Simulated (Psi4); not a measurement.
# BNH6O (SMILES [NH3+][BH2-]O): r2SCAN/cc-pVDZ

What is the vertical ionisation energy of BNH6O at r2SCAN/cc-pVDZ? The job is set up through a Python script.

Program for the calculation: Psi4 1.11.

3 further runs of the same task are left out: 3 that didn't finish.

**1. The system as given**

BNH6O: 9 atoms, total charge 0, spin state singlet. SMILES: `[NH3+][BH2-]O`. The shape is that of a GFN2-xTB optimisation. This is one conformer, not always the lowest.

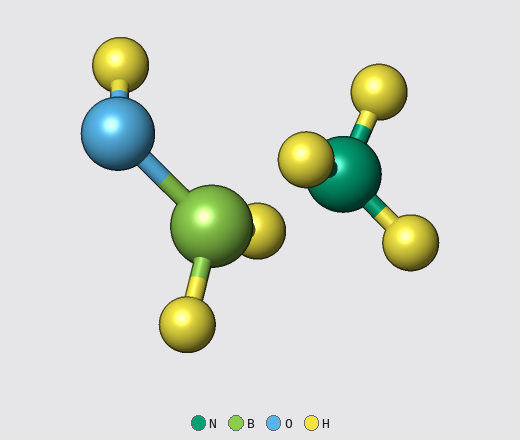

Viewed from a chosen angle; nitrogen teal, boron green, oxygen blue, hydrogen yellow.

**2. The energy at r2SCAN/cc-pVDZ**

bh6no.py reads:

```python
import psi4

psi4.set_memory('1600 MB')
psi4.set_num_threads(1)
psi4.set_output_file('output.dat', False)

molecule = psi4.geometry("""
0 1
N     -0.594820     0.588420    -0.642590
B      0.419800    -0.664420     0.134950
O      1.082380     0.030930     1.163530
H     -0.993350     0.223030    -1.497480
H      0.043730     1.349630    -0.837240
H     -1.321570     0.896120    -0.008140
H      1.148200    -0.953250    -0.755160
H     -0.393550    -1.480850     0.449290
H      0.609180     0.010380     1.992840
symmetry c1
no_reorient
no_com
""")

psi4.set_options({
    'basis': 'cc-pVDZ',
    'puream': True,
    'e_convergence': 1e-09,
    'd_convergence': 1e-08,
    'scf_type': 'pk',
    'dft_radial_points': 99,
    'dft_spherical_points': 590,
})

result, w = psi4.energy("r2scan", return_wfn=True)
psi4.oeprop(w, "MAYER_INDICES", "WIBERG_LOWDIN_INDICES", "MULLIKEN_CHARGES", title="R2SCAN")
print(f'total energy {result:.8f} hartree = {result * 27.211386:.5f} eV')
```

Run with:

```console
$ python bh6no.py
```

output.dat, cut to the lines that bear on the results:

```text
[...]
  Running in c1 symmetry.
[...]
  Nuclear repulsion =   77.651244893891501
[...]
  Multiplicity = 1
[...]
  Nalpha       = 13
  Nbeta        = 13
[...]
    Number of basis functions: 72
[...]
   @RKS iter   1:  -158.04936791071083   -2.75414e-01   1.21399e-02 DIIS/ADIIS
[...]
   @RKS iter  11:  -158.39049505509237   -4.00746e-12   4.87523e-09 DIIS
[...]
    Orbital Energies [Eh]
    ---------------------
    Doubly Occupied:
       1A    -18.911628     2A    -14.229226     3A     -6.594573
       4A     -0.924354     5A     -0.888445     6A     -0.503300
       7A     -0.502968     8A     -0.476984     9A     -0.395313
      10A     -0.323573    11A     -0.295714    12A     -0.219739
      13A     -0.218348
[...]
  @RKS Final Energy:  -158.39049505509237
   => Energetics <=
    Nuclear Repulsion Energy =             77.6512448938915014
    One-Electron Energy =                -368.9146367250247067
    Two-Electron Energy =                 154.6649790611567425
    DFT Exchange-Correlation Energy =     -21.7920822851159066
    Empirical Dispersion Energy =           0.0000000000000000
    VV10 Nonlocal Energy =                  0.0000000000000000
    Total Energy =                       -158.3904950550923729
[...]
 Multipole Moments:
 ------------------------------------------------------------------------------------
     Multipole            Electronic (a.u.)      Nuclear  (a.u.)        Total (a.u.)
 ------------------------------------------------------------------------------------
 L = 1.  Multiply by 2.5417464519 to convert [e a0] to [Debye]
 Dipole X            :        -12.1758096           10.7467591           -1.4290505
 Dipole Y            :         -0.8227961            2.0585543            1.2357581
 Dipole Z            :         -9.6015288            9.1254308           -0.4760980
 Magnitude           :                                                    1.9483205
[...]
  Mulliken Charges: (a.u.)
   Center  Symbol    Alpha    Beta     Spin     Total
       1     N     3.50973  3.50973  0.00000 -0.01946
       2     B     2.47816  2.47816  0.00000  0.04368
       3     O     4.10813  4.10813  0.00000 -0.21627
       4     H     0.43525  0.43525  0.00000  0.12950
       5     H     0.43517  0.43517  0.00000  0.12966
       6     H     0.44050  0.44050  0.00000  0.11900
       7     H     0.57084  0.57084  0.00000 -0.14167
       8     H     0.58632  0.58632  0.00000 -0.17263
       9     H     0.43591  0.43591  0.00000  0.12819
   Total alpha = 13.00000, Total beta = 13.00000, Total charge = -0.00000
[...]
```

On the terminal:

```text
Memory set to   1.490 GiB by Python driver.
  Threads set to 1 by Python driver.
total energy -158.39049506 hartree = -4310.02490 eV
```

It took 25 s on 1 thread of Intel Xeon 6975P-C (Granite Rapids), shared host; peak memory 1.1 GiB.

**3. The doublet cation: energy and gradient at U-r2SCAN/cc-pVDZ**

bh6no.xyz reads:

```xyz
9
BH6NO
N     -0.594820     0.588420    -0.642590
B      0.419800    -0.664420     0.134950
O      1.082380     0.030930     1.163530
H     -0.993350     0.223030    -1.497480
H      0.043730     1.349630    -0.837240
H     -1.321570     0.896120    -0.008140
H      1.148200    -0.953250    -0.755160
H     -0.393550    -1.480850     0.449290
H      0.609180     0.010380     1.992840
```

run.py reads:

```python
import psi4

psi4.set_memory('1600 MB')
psi4.set_num_threads(1)
psi4.set_output_file('output.dat', False)

with open('bh6no.xyz') as f:
    atoms = ''.join(f.readlines()[2:])
mol = psi4.geometry('1 2\n' + atoms + 'symmetry c1')

options = {'reference': 'uks', 'puream': True, 'e_convergence': 1e-09, 'd_convergence': 1e-08, 'scf_type': 'pk', 'dft_radial_points': 99, 'dft_spherical_points': 590, 'maxiter': 200}
psi4.set_options(options)

e_tot, wfn = psi4.gradient("r2scan/cc-pVDZ", return_wfn=True)
psi4.oeprop(wfn, "MULLIKEN_CHARGES", "QUADRUPOLE", "MAYER_INDICES", title="R2SCAN")
print('gradient / Eh bohr^-1')
print(e_tot.np.round(6))
print(f'energy = {wfn.energy():.10f} Eh')
```

Run with:

```console
$ python run.py
```

output.dat, cut to the lines that bear on the results:

```text
[...]
  Running in c1 symmetry.
[...]
  Nuclear repulsion =   77.651244893891501
[...]
  Multiplicity = 2
[...]
  Nalpha       = 13
  Nbeta        = 12
[...]
    Number of basis functions: 72
[...]
   @UKS iter   1:  -157.81910020859121   -4.51462e-02   1.02109e-02 DIIS/ADIIS
[...]
   @UKS iter  42:  -158.03783175577661   -4.63274e-12   6.49619e-09 DIIS
[...]
   @S^2 Observed:                7.555086539E-01
[...]
  @UKS Final Energy:  -158.03783175577661
   => Energetics <=
    Nuclear Repulsion Energy =             77.6512448938915014
    One-Electron Energy =                -361.7247365991133847
    Two-Electron Energy =                 147.4607090478370139
    DFT Exchange-Correlation Energy =     -21.4250490983917246
    Empirical Dispersion Energy =           0.0000000000000000
    VV10 Nonlocal Energy =                  0.0000000000000000
    Total Energy =                       -158.0378317557766081
[...]
  -Total Gradient:
     Atom            X                  Y                   Z
    ------   -----------------  -----------------  -----------------
       1       -0.039325514615     0.021929625723    -0.007630233111
       2        0.030352099501    -0.054138927542    -0.032099322754
       3        0.021435102293    -0.007633693025     0.035935562794
       4        0.005925845630     0.000910244285     0.010579699344
       5        0.000315159729    -0.014541811059     0.006854079165
       6        0.007357830420    -0.002627065074    -0.006428620667
       7       -0.017772861872     0.020910311126     0.027087287342
       8        0.001746326948     0.023360573548    -0.000990210116
       9       -0.009903334531     0.011979504836    -0.033378795899
[...]
  Mulliken Charges: (a.u.)
   Center  Symbol    Alpha    Beta     Spin     Total
       1     N     3.55115  3.46594  0.08520 -0.01709
       2     B     2.51510  2.46596  0.04913  0.01894
       3     O     4.20280  3.79432  0.40848  0.00288
       4     H     0.40583  0.40577  0.00006  0.18840
       5     H     0.40820  0.41034 -0.00213  0.18146
       6     H     0.41220  0.40481  0.00740  0.18299
       7     H     0.57489  0.27016  0.30473  0.15495
       8     H     0.53587  0.40250  0.13336  0.06163
       9     H     0.39397  0.38020  0.01378  0.22583
   Total alpha = 13.00000, Total beta = 12.00000, Total charge =  1.00000
[...]
```

On the terminal:

```text
Memory set to   1.490 GiB by Python driver.
  Threads set to 1 by Python driver.
gradient / Eh bohr^-1
[[-0.039326  0.02193  -0.00763 ]
 [ 0.030352 -0.054139 -0.032099]
 [ 0.021435 -0.007634  0.035936]
 [ 0.005926  0.00091   0.01058 ]
 [ 0.000315 -0.014542  0.006854]
 [ 0.007358 -0.002627 -0.006429]
 [-0.017773  0.02091   0.027087]
 [ 0.001746  0.023361 -0.00099 ]
 [-0.009903  0.01198  -0.033379]]
energy = -158.0378317558 Eh
```

It took 2 min on 1 thread of Intel Xeon 6975P-C (Granite Rapids), shared host; peak memory 1.1 GiB.

**4. Results**

Level: r2SCAN/cc-pVDZ.

```
                                          quantity          value
                       singlet BNH6O: total energy  -158.39050 Eh
                      singlet BNH6O: dipole moment         4.95 D
                        singlet BNH6O: HOMO energy       -5.94 eV
                        singlet BNH6O: LUMO energy        0.85 eV
                      singlet BNH6O: HOMO–LUMO gap        6.79 eV
                      doublet cation: total energy  -158.03783 Eh
doublet cation: HOMO energy (highest over α and β)      -13.39 eV
 doublet cation: LUMO energy (lowest over α and β)      -13.18 eV
                              doublet cation: ⟨S²⟩          0.756
          doublet cation: largest force on an atom     3.593 eV/Å
vertical ionisation energy (to the doublet cation)       9.596 eV
```

In words: Removing an electron at fixed nuclei costs 9.60 eV (221 kcal/mol). The negative HOMO energy of the first species, 5.94 eV, lies 3.65 eV below that difference. Mulliken charges (doublet cation) run from -0.02 on N1 to +0.23 on H9.
